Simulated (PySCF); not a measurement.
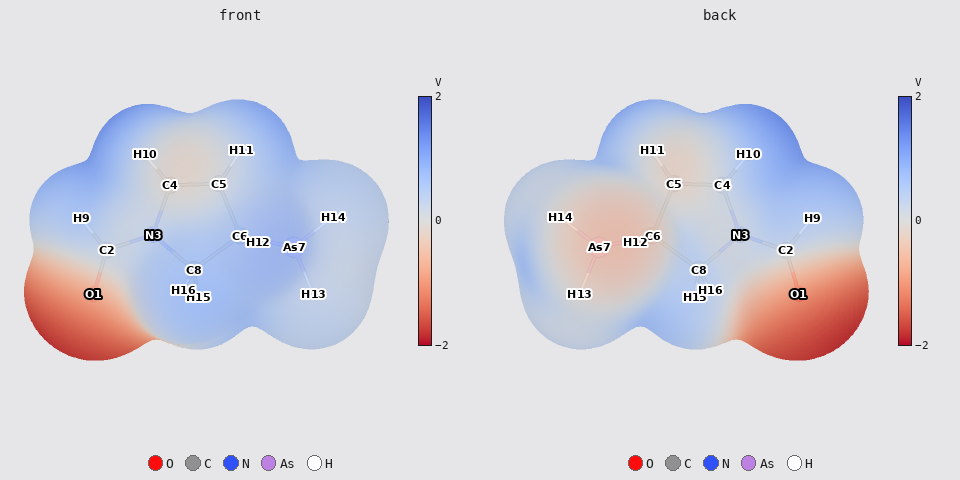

The picture shows: C₅H₈AsNO (SMILES O=CN1C=C[C@H]([AsH2])C1). The molecular electrostatic potential painted on the density surface at 0.001 e/bohr³, seen from the front and from behind; the colour scale runs from red (negative) to blue (positive).

Geometry: GFN2-xTB.

Method: PySCF, wB97X-D/def2-SVPD, SCF density, gas phase.

```yaml
atoms:
  - { symbol: O, position_ang: [-2.9379, -1.3844, -0.5221] }
  - { symbol: C, position_ang: [-2.5444, -0.2513, -0.3717] }
  - { symbol: N, position_ang: [-1.2821, 0.0803, -0.0506] }
  - { symbol: C, position_ang: [-0.7614, 1.3518, 0.1508] }
  - { symbol: C, position_ang: [0.5385, 1.3116, 0.4264] }
  - { symbol: C, position_ang: [1.0464, -0.0932, 0.3839] }
  - { symbol: As, position_ang: [2.3806, -0.3293, -1.1191] }
  - { symbol: C, position_ang: [-0.2342, -0.9137, 0.1648] }
  - { symbol: H, position_ang: [-3.1939, 0.6359, -0.4888] }
  - { symbol: H, position_ang: [-1.4136, 2.2041, 0.0841] }
  - { symbol: H, position_ang: [1.1750, 2.1543, 0.6273] }
  - { symbol: H, position_ang: [1.5462, -0.3630, 1.3188] }
  - { symbol: H, position_ang: [2.8714, -1.6479, -0.5867] }
  - { symbol: H, position_ang: [3.4814, 0.3597, -0.3578] }
  - { symbol: H, position_ang: [-0.1865, -1.5789, -0.7054] }
  - { symbol: H, position_ang: [-0.4930, -1.5272, 1.0347] }
```

Which sites attract a positive test charge, and which a negative one?

Answer. A positive charge is drawn to the negative regions and a negative charge to the positive ones. The most negative region (about −1.8 V) lies over O1, the most positive (about +1.2 V) over H10. O1 is the likeliest acceptor of a hydrogen bond.

How polar is the molecule by this calculation?

Answer. Its dipole moment is 3.79 D.
